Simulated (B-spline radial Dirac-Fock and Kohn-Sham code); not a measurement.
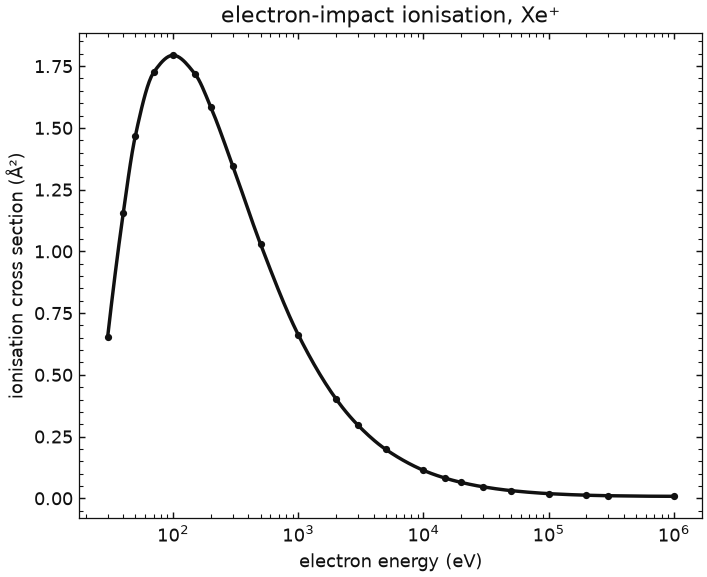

Electron-impact ionisation cross section, summed over subshells, against electron energy. Species: Xe⁺, configuration [Kr] 4d10 5s2 5p5. Method: the relativistic binary-encounter-Bethe model (direct ionisation alone), good to a few tens of per cent (computed with a radial B-spline solver).

How does the peak position compare with the threshold?

It lies at about 4.8 times the lowest binding energy, 21.0 eV.

Where is the maximum, and how high?

Near 100 eV on this grid, 1.8 Å².
